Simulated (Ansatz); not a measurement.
ZnS (zinc blende)

```
ZnS
1.0
    0.00000     5.38911     5.38911
    2.69456     2.69456     5.38911
    2.69456     2.69456     0.00000
S Zn
2 2
Direct
  0.00000   0.75000   0.75000
  0.50000   0.75000   0.75000
  0.00000   0.00000   0.00000
  0.50000   0.00000   0.00000
```

The atoms are displaced by Q × the pattern below (from a DFPT mode at X = (0.5, 0.5, 0.0), largest move 1; Q in Å), at fixed cell. It is one choice among 2 degenerate patterns. (q is in reciprocal vectors of the primitive cell; the cell shown is doubled to hold the pattern.)

```csv
atom,x,y,z
S1,-0.624,0.000,0.000
S2,0.624,0.000,0.000
Zn3,0.000,-1.000,0.000
Zn4,0.000,1.000,0.000
```

These are r2SCAN (plane waves to 500 eV, PAW, scalar-relativistic; Ansatz, a quantum-chemistry and plane-wave program) values and carry that method's errors. k mesh 11×11×11 (Γ-centred), Fermi-Dirac smearing 0.05 eV. E stands for the smeared free energy. ZnS was relaxed with its symmetry unable to fall. The zero of ΔE is the undisplaced structure.

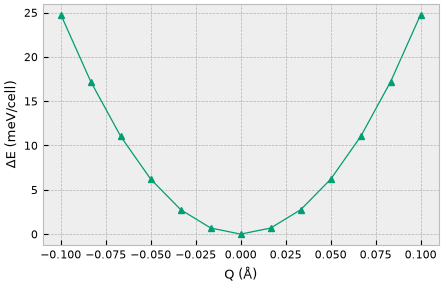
ΔE (meV/cell) against Q (Å); markers are the computed points, lines only join them.

The energy at Q = 0.100 Å is 24.8 meV/cell. Symmetry of the curve: even: the same for both signs. Shape of the curve: a single well with its minimum at or next to zero displacement. Space group of the distorted cell: C222_1 (No. 20), lowered from F-43m. Harmonic wavenumber from the curvature (finite differences): 93 cm⁻¹.

E″ = 4.96 eV/Å², M = Σ mᵢ|uᵢ|² = 155.7 u, ν̃ = 521.5·√(|E″|/M).

(A displaced cell: forces are minus the slopes of the energy, force constants its curvatures, and phonons follow from these.)
